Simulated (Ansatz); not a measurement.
```xyz
10

N    -0.2562    1.3580    0.4651
C    -0.5752   -0.0686    0.4389
Si    0.7928   -0.8512   -0.5681
F     0.4473   -2.3844   -0.8971
H    -0.4471    1.7897   -0.4294
H    -0.7971    1.8526    1.1619
H    -0.5099   -0.4638    1.4572
H    -1.5774   -0.3236    0.0656
H     0.9299   -0.1343   -1.8631
H     2.0760   -0.8256    0.1719
```

Geometry: PBE0-D4/def2-TZVP.

All numbers below come from Ansatz 0.2.0, RKS PBE0-D4/def2-TZVPP.

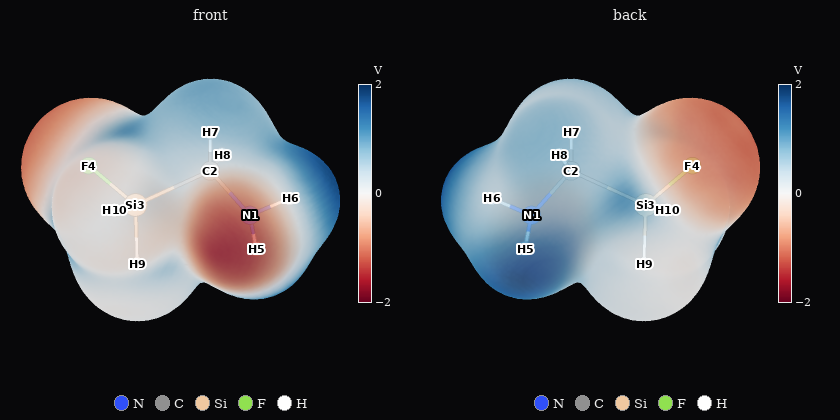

CH6FNSi (SMILES NC[SiH2]F). The electrostatic potential painted on the density surface at 0.002 e/bohr³, seen from the front and from behind; the colour scale runs from red (negative) to blue (positive).

Describe the electrostatic potential map.

Answer. The most negative region (about −1.4 V) lies over N1, the most positive (about +1.7 V) over H5 and H6. N1 is the likeliest acceptor of a hydrogen bond.
